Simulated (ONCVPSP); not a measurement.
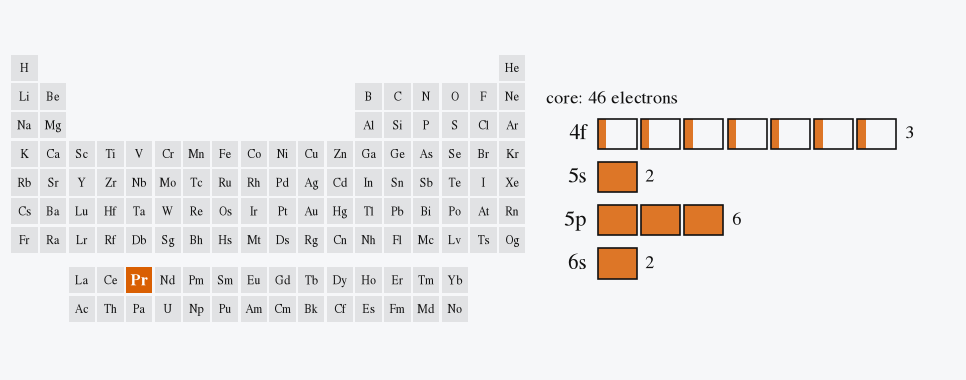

Fig. 1: Left, the place of praseodymium in the periodic table; right, the valence shells of the reference configuration: a box for each of the 2l + 1 orbitals, shaded by the share of the shell that is filled, with the electron count at the right.

## Pr: pseudopotential generation

Praseodymium (Pr, Z = 59), core [Kr] 4d10, reference valence 4f3 5s2 5p6 6s2, valence charge 13. Computed at this level: ONCV potential, PBE, scalar-relativistic, made with ONCVPSP 4.0.1.

### Summary

- outcome: generated, with a ghost state
- cutoffs needed: 81 Ha and 104 Ha (the cutoffs at which the residual kinetic energy of the hardest occupied pseudo-wave falls to 1 and 0.1 mHa per electron)
- ghost test: GHOST(-) flagged for d at -1271.8 eV; GHOST(+) flagged for s at 49.5 eV (flags above 300 eV left out)
- configuration tests: 2 of 4 tests not solved
- rms error of d²Exc/dni dnj: 9.34 mHa without and 3.73 mHa with the model core
- largest excitation error among the tests solved: +33 meV (all-electron minus pseudo) for 4f3 5s2 5p6 6s1 6p1
- clearest signs, in the scattering phases, of states that the all-electron atom lacks: s near 1.8 Ha
- range over which the phases arctan(r R′/R) at the test radius agree within 0.05 rad (a looser test near the poles than one of phase shifts): s: up to about 1.4 Ha; p: up to about 0.7 Ha; d: over the whole range computed; f: over the whole range computed
- hardware: 1 CPU thread, shared host
- wall time: 5.7 s

### Notes

The potential has a bound ghost state, so it can't be used as it stands. Warnings of the program, in the generation or the tests: wellstate: moderately localized bound state found for n= 5 l= 2; psatom: WARNING lschvkbb convergence error n,l,iter= 4 3 3.

### The input
```
# ATOM AND REFERENCE CONFIGURATION
# atsym  z   nc   nv     iexc    psfile
  Pr 59.00    9    4        4      upf
#
#   n    l    f
    1    0    2.00
    2    0    2.00
    2    1    6.00
    3    0    2.00
    3    1    6.00
    3    2   10.00
    4    0    2.00
    4    1    6.00
    4    2   10.00
    4    3    3.00
    5    0    2.00
    5    1    6.00
    6    0    2.00
#
# PSEUDOPOTENTIAL AND OPTIMIZATION
# lmax
    3
#
#   l,   rc,      ep,       ncon, nbas, qcut
    0    2.75    0.00    4    9    3.30
    1    2.20    0.00    4    7    5.60
    2    2.85    0.36    4    8    3.80
    3    1.85    0.00    5    9    7.80
#
# LOCAL POTENTIAL
# lloc, lpopt,  rc(5),   dvloc0
    4    5    1.70    1.00
#
# VANDERBILT-KLEINMAN-BYLANDER PROJECTORs
# l, nproj, debl
    0    2    0.80
    1    1    1.90
    2    3    1.20
    3    2    2.50
#
# MODEL CORE CHARGE
# icmod, fcfact, rcfact
    3    5.25    1.45
#
# LOG DERIVATIVE ANALYSIS
# epsh1, epsh2, depsh
   -3.00    5.00    0.02
#
# OUTPUT GRID
# rlmax, drl
    6.00    0.01
#
# TEST CONFIGURATIONS
# ncnf
    4
# nvcnf
#   n    l    f
    4
    4    3    3.00
    5    0    2.00
    5    1    6.00
    6    0    1.00
#
    4
    4    3    3.00
    5    0    2.00
    5    1    6.00
    6    0    0.00
#
    4
    4    3    2.00
    5    0    2.00
    5    1    6.00
    6    0    0.00
#
    5
    4    3    3.00
    5    0    2.00
    5    1    6.00
    6    0    1.00
    6    1    1.00
#
```

Launched with:
```bash
oncvpsp.x < Pr.dat > Pr.out
```

### Output (extracts)
```
ONCVPSP  (Optimized Norm-Conservinng Vanderbilt PSeudopotential)
scalar-relativistic version 4.0.1

#   n    l    f        energy (Ha)
    1    0    2.00    -1.5367677E+03
    2    0    2.00    -2.4722674E+02
    2    1    6.00    -2.2120055E+02
    3    0    2.00    -5.3337223E+01
    3    1    6.00    -4.5095328E+01
    3    2   10.00    -3.3529688E+01
    4    0    2.00    -1.0601816E+01
    4    1    6.00    -7.9097411E+00
    4    2   10.00    -4.0609823E+00
    4    3    3.00    -4.5966486E-02
    5    0    2.00    -1.4342189E+00
    5    1    6.00    -7.8911608E-01
    6    0    2.00    -1.2722696E-01

Reference configufation results
  iterations    33
  all-electron total energy (Ha)   -9.23733116D+03

Begin loop to  construct optimized pseudo wave functions
and semi-local pseudopoentials for all angular momenta

Calculating optimized projector #   1

 for l=   0

    Fraction of norm inside rc  0.980951
    Optimizing pswf for qcut=   3.29 a_B^-1,  ecut=   5.42 Ha
    Residual kinetic energy error=  3.40D-05 Ha

    Energy error per electron        Cutoff
         Ha          eV             Ha
         0.01000     0.27211        2.21
         0.00100     0.02721        3.02
         0.00010     0.00272        4.06
         0.00001     0.00027       21.65

Calculating optimized projector #   2

 for l=   0

    Fraction of norm inside rc  0.102641
    Optimizing pswf for qcut=   3.29 a_B^-1,  ecut=   5.42 Ha
    Residual kinetic energy error=  1.47D-04 Ha

    Energy error per electron        Cutoff
         Ha          eV             Ha
         0.01000     0.27211        1.72
         0.00100     0.02721        2.69
         0.00010     0.00272        6.03
         0.00001     0.00027       33.93

Calculating optimized projector #   1

 for l=   1

    Fraction of norm inside rc  0.789259
    Optimizing pswf for qcut=   5.60 a_B^-1,  ecut=  15.70 Ha
    Residual kinetic energy error=  9.53D-06 Ha

    Energy error per electron        Cutoff
         Ha          eV             Ha
         0.01000     0.27211        4.39
         0.00100     0.02721       10.79
         0.00010     0.00272       13.44
         0.00001     0.00027       16.53

WARNING wellstate: moderately localized bound state found for n= 5 l=  2
WARNING scattering state with energy  0.05000000
WARNING will be used for the first projector

   Wellstate for l =  2  n =  6
     eigenvalue =   0.0500
     asymptotic potential =   0.5500
     half-point radius = 23.0641

   Wellstate for l =  2  n =  7
     eigenvalue =   1.2500
     asymptotic potential =   1.7500
     half-point radius =  5.5083

   Wellstate for l =  2  n =  8
     eigenvalue =   2.4500
     asymptotic potential =   2.9500
     half-point radius =  5.2492

Calculating optimized projector #   1

 for l=   2

    Fraction of norm inside rc  0.081252
    Optimizing pswf for qcut=   3.81 a_B^-1,  ecut=   7.24 Ha
    Residual kinetic energy error=  1.58D-05 Ha

    Energy error per electron        Cutoff
         Ha          eV             Ha
         0.01000     0.27211        2.91
         0.00100     0.02721        4.71
         0.00010     0.00272        6.21
         0.00001     0.00027        7.86

Calculating optimized projector #   2

 for l=   2

    Fraction of norm inside rc  0.174441
    Optimizing pswf for qcut=   3.81 a_B^-1,  ecut=   7.24 Ha
    Residual kinetic energy error=  6.95D-04 Ha

    Energy error per electron        Cutoff
         Ha          eV             Ha
         0.01000     0.27211        5.31
         0.00100     0.02721        6.96
         0.00010     0.00272       10.34
         0.00001     0.00027       20.30

Calculating optimized projector #   3

 for l=   2

    Fraction of norm inside rc  0.195810
    Optimizing pswf for qcut=   3.81 a_B^-1,  ecut=   7.24 Ha
    Residual kinetic energy error=  2.93D-03 Ha

    Energy error per electron        Cutoff
         Ha          eV             Ha
         0.01000     0.27211        6.17
         0.00100     0.02721        8.28
         0.00010     0.00272       13.14
         0.00001     0.00027       22.68

   Wellstate for l =  3  n =  6
     eigenvalue =   2.4540
     asymptotic potential =   2.9540
     half-point radius =  3.4264

Calculating optimized projector #   1

 for l=   3

    Fraction of norm inside rc  0.850287
    Optimizing pswf for qcut=   7.79 a_B^-1,  ecut=  30.35 Ha
    Residual kinetic energy error=  5.70D-03 Ha

    Energy error per electron        Cutoff
         Ha          eV             Ha
         0.01000     0.27211       29.12
         0.00100     0.02721       81.21
         0.00010     0.00272      103.93

Calculating optimized projector #   2

 for l=   3

    Fraction of norm inside rc  0.216402
    Optimizing pswf for qcut=   7.79 a_B^-1,  ecut=  30.35 Ha
    Residual kinetic energy error=  2.95D-02 Ha

    Energy error per electron        Cutoff
         Ha          eV             Ha
         0.01000     0.27211       42.99
         0.00100     0.02721      109.07
         0.00010     0.00272      123.77
         0.00001     0.00027      133.80

Construct Vanderbilt / Kleinmman-Bylander projectors

B matrix Hermiticity error, ll=   0
   1   2    8.3597E-05

  Orthonormal projector coefficients  3.9036E+00  7.0557E-01

B matrix Hermiticity error, ll=   2
   1   2    2.5188E-05
   1   3   -3.8671E-05
   2   3    6.9003E-05

  Orthonormal projector coefficients -6.8759E+01  2.8677E+00  6.3582E-01

B matrix Hermiticity error, ll=   3
   1   2   -3.2331E-04

  Orthonormal projector coefficients -1.0819E+01 -4.6869E+00

Model core correction analysis
  based on d2Exc/dn_idn_j

d2excae - all-electron derivatives

   -1.641944D-02   -1.358125D-02   -1.091197D-02   -2.183592D-03
   -1.358091D-02   -2.571626D-02   -2.239124D-02   -1.564387D-03
   -1.091164D-02   -2.239119D-02   -2.265607D-02   -2.645944D-03
   -2.183013D-03   -1.563893D-03   -2.644940D-03   -2.524696D-02

d2excps - pseudofunction derivatives with no core correction

   -4.357353D-02   -2.868838D-02   -1.836246D-02   -3.168210D-03
   -2.868968D-02   -3.482023D-02   -2.117414D-02   -2.686136D-03
   -1.836375D-02   -2.117431D-02   -2.365442D-02   -2.587317D-03
   -3.167874D-03   -2.686650D-03   -2.586304D-03   -2.536601D-02

rms 2nd derivative error    9.341470E-03

rmatch, rhocmatch    1.0665    6.7509

Teter function model core charge with specified parameters

d2excps - pseudofunction derivatives with core correction

   -2.411716D-02   -1.762646D-02   -1.308556D-02   -2.383792D-03
   -1.762661D-02   -1.848845D-02   -1.669820D-02   -1.316545D-03
   -1.308542D-02   -1.669791D-02   -2.066900D-02   -2.347330D-03
   -2.383225D-03   -1.316037D-03   -2.346322D-03   -2.523142D-02

rms 2nd derivative error    3.731887E-03

Pseudoatom total energy  -47.583191

Diagnostic tests using Vanderbilt-Kleinman-Bylander pseudopotentials
  1 or more projectors used as specified by nproj input data

   l    rcore       rmatch      e in        delta e   norm test  slope test

   0   2.7607881   2.8446116  -1.4342189   0.0000006   1.0001042   1.0000947
   0   2.7607881   2.8446116  -0.1272270   0.0000004   1.0000145   1.0000117

   1   2.2126249   2.2798050  -0.7891161  -0.0000022   0.9999973   1.0000050

   2   2.8616793   2.9485661   0.0500000   0.0000290   1.0000993   1.0000993
   2   2.8616793   2.9485661   1.2500000   0.0000126   1.0001319   1.0001319
   2   2.8616793   2.9485661   2.4500000   0.0000957   1.0000852   1.0000852

   3   1.8602288   1.9167093  -0.0459665   0.0000006   1.0001894   1.0001851
   3   1.8602288   1.9167093   2.4540335   0.0000513   1.0001327   1.0001327

 Testing for bound ghosts
   n   l    E NL Schr. Eq   E Basis Diag.   E Cutoff

   1   0       -1.434218       -1.434218     46.16
   2   0       -0.127227       -0.117075     46.16

   2   1       -0.789118       -0.789086     31.69

       2                      -46.739062     54.26  WARNING - GHOST(-)
   3   2       -0.074344       -0.071236     54.26

   4   3       -0.045966       -0.044382    142.72

 Testing for highly-localized positive-energy ghosts
       l    <radius>/rc     E Basis Diag.   E Cutoff

       0        0.874722        1.819762     46.16  WARNING - GHOST(+)

       2        0.728134       23.979968     54.26  WARNING - GHOST(+)

Test configuration 0

   n   l     f        eae           eps        diff
   1   0  2.0000-1536.76774690
   2   0  2.0000 -247.22674078
   2   1  6.0000 -221.20054891
   3   0  2.0000  -53.33722311
   3   1  6.0000  -45.09532760
   3   2 10.0000  -33.52968810
   4   0  2.0000  -10.60181603
   4   1  6.0000   -7.90974107
   4   2 10.0000   -4.06098225
   4   3  3.0000   -0.04596649   -0.04596585    6.40D-07
   5   0  2.0000   -1.43421894   -1.43421838    5.54D-07
   5   1  6.0000   -0.78911608   -0.78911831   -2.23D-06
   6   0  2.0000   -0.12722696   -0.12722656    4.08D-07

    Total energies and differences
      AE_ref= -9.23733116D+03  AE_tst= -9.23733116D+03  dif=  0.00D+00
      PS_ref= -4.75831913D+01  PS_tst= -4.75831913D+01  dif=  1.33D-11
      PSP excitation error= -1.33D-11

Test configuration 1

   n   l     f        eae           eps        diff
   1   0  2.0000-1536.98136812
   2   0  2.0000 -247.43930077
   2   1  6.0000 -221.41326339
   3   0  2.0000  -53.54830263
   3   1  6.0000  -45.30643902
   3   2 10.0000  -33.74093848
   4   0  2.0000  -10.81340060
   4   1  6.0000   -8.12153703
   4   2 10.0000   -4.27314054
   4   3  3.0000   -0.25833118   -0.25944178   -1.11D-03
   5   0  2.0000   -1.64948049   -1.64928148    1.99D-04
   5   1  6.0000   -1.00395780   -1.00360861    3.49D-04
   6   0  1.0000   -0.29698173   -0.29692679    5.49D-05

    Total energies and differences
      AE_ref= -9.23733116D+03  AE_tst= -9.23712024D+03  dif=  2.11D-01
      PS_ref= -4.75831913D+01  PS_tst= -4.73728955D+01  dif=  2.10D-01
      PSP excitation error=  6.19D-04

Test configuration 2

psatom: WARNING lschvkbb convergence error n,l,iter=   4   3   3
ea(ii),et,emin,emax -4.596585E-02 -5.056243E-02 -5.056243E-02 -5.056243E-02
run_config: WARNING for fully non-local PS atom, stg. 1
 WARNING no output for configuration 3

Test configuration 3

psatom: WARNING lschvkbb convergence error n,l,iter=   4   3   3
ea(ii),et,emin,emax -4.596585E-02 -5.056243E-02 -5.056243E-02 -5.056243E-02
run_config: WARNING for fully non-local PS atom, stg. 1
 WARNING no output for configuration 4

Test configuration 4

   n   l     f        eae           eps        diff
   1   0  2.0000-1536.80951103
   2   0  2.0000 -247.26806941
   2   1  6.0000 -221.24192665
   3   0  2.0000  -53.37785525
   3   1  6.0000  -45.13597310
   3   2 10.0000  -33.57041056
   4   0  2.0000  -10.64283874
   4   1  6.0000   -7.95088157
   4   2 10.0000   -4.10233141
   4   3  3.0000   -0.08746788   -0.08700598    4.62D-04
   5   0  2.0000   -1.47772864   -1.47649295    1.24D-03
   5   1  6.0000   -0.83215556   -0.83059061    1.56D-03
   6   0  1.0000   -0.15066276   -0.15007748    5.85D-04
   6   1  1.0000   -0.06531777   -0.06561938   -3.02D-04

    Total energies and differences
      AE_ref= -9.23733116D+03  AE_tst= -9.23724730D+03  dif=  8.39D-02
      PS_ref= -4.75831913D+01  PS_tst= -4.75005347D+01  dif=  8.27D-02
      PSP excitation error=  1.20D-03
```

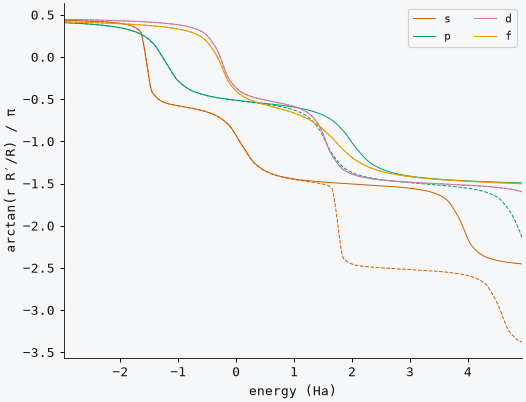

Fig. 2: Unwrapped phase arctan(r R′/R) in units of π against energy, all-electron (solid) and pseudo (dashed); the pseudo phase is matched to the all-electron one at the reference energy. Here R(r) is the radial function. A near-vertical step is a level narrower than the spacing of the points behind the curves.

- Ghost states: Going away from the reference energies, the phases part by more than π/2 in: s at about 1.8 Ha (above its reference energy, pseudo phase lower, at the flagged ghost); p at about 4.9 Ha (above its reference energy, pseudo phase lower). Such a step is either a state that only one of the two atoms has or an ordinary level shifted in energy. The separate test gives: GHOST(-) flagged for d at -1271.8 eV; GHOST(+) flagged for s at 49.5 eV (flags above 300 eV left out). The bound ghosts lie below the range of the plot.
- Range over which the phases agree within 0.05 rad: s: up to about 1.4 Ha; p: up to about 0.7 Ha; d: over the whole range drawn; f: over the whole range drawn.

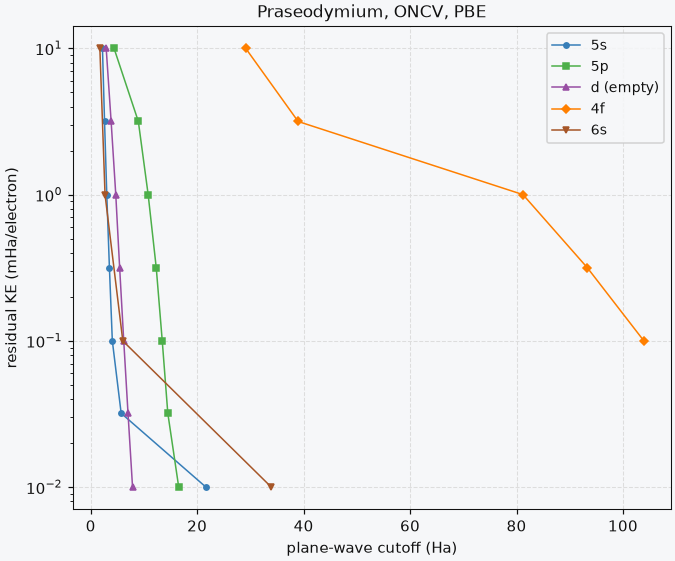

Fig. 3: Residual kinetic energy of the pseudo-waves (the first of each channel, and further valence shells) beyond the plane-wave cutoff, as the generator prints it.

- Hardest wave at 1 mHa per electron: 4f, with rc = 1.85 bohr and qcut = 7.8 1/bohr. The optimisation minimises, but can't always remove, the kinetic energy above qcut²/2 = 30.4 Ha, and a larger rc would as a rule soften the wave at some cost in transferability.
- Cutoffs for 1 mHa per electron: 4f: 81 Ha; 5p: 11 Ha; d (empty): 4.7 Ha; 5s: 3.0 Ha; 6s: 2.7 Ha.
- Cutoffs for the occupied states: 81 Ha for 1 mHa and 104 Ha for 0.1 mHa per electron. The first is set by 4f. The potential isn't sound: its ghost test gives GHOST(-) flagged for d at -1271.8 eV; GHOST(+) flagged for s at 49.5 eV (flags above 300 eV left out).

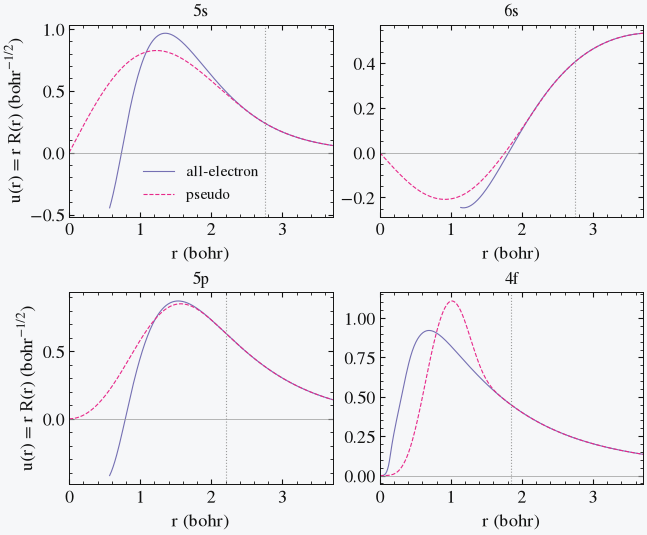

Fig. 4: Partial waves u(r) = r R(r), all-electron (solid) and pseudo (dashed). Dotted lines mark the matching radii. The innermost oscillations of some all-electron curves aren't drawn. Pseudo-waves: 5s has no node; 6s has a node at about 1.8 bohr; 5p has no node; 4f has no node. A node in 6s is expected, since a lower shell of the same l is also in the valence and the two must stay orthogonal.
